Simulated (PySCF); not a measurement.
```csv
atom,x (Å),y (Å),z (Å)
O,-3.8240,-1.9613,-1.0445
Si,-3.3681,-1.5725,0.4009
Si,-2.6990,-0.8117,2.2908
H,-2.7291,0.1663,1.0119
```

Geometry: PBE0-D4/def2-SVPD.

The calculation used Gaussian-basis quantum chemistry of an isolated molecule with PySCF, energy and nuclear gradient, functional PBE0 (PySCF 2.14.0).

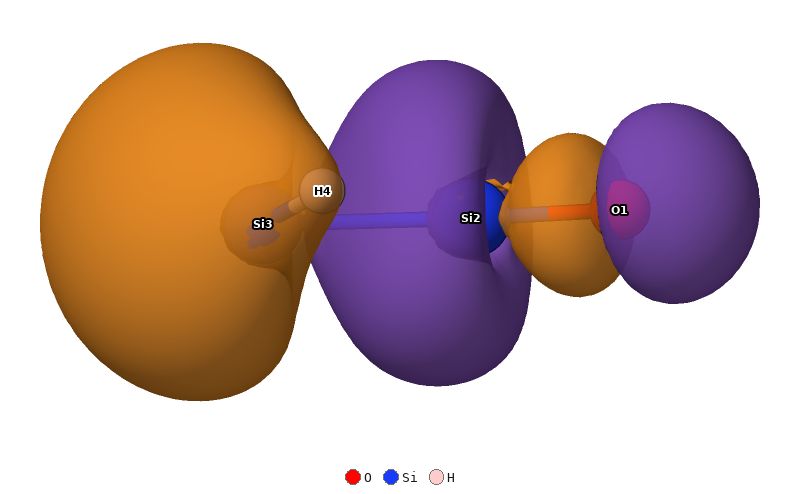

HOSi2 (charge −1). The HOMO−1 at ±0.06 Å⁻³ᐟ² (orange and purple are the two phases), seen from one side.

**Describe this orbital and give its energy.**

By Hirshfeld shares it lies mainly on Si3 (about 55 %), Si2 (about 25 %) and O1 (about 20 %); it is symmetric in the molecular plane (an in-plane orbital: σ, lone-pair or in-plane π type). Its energy is −2.79 eV.
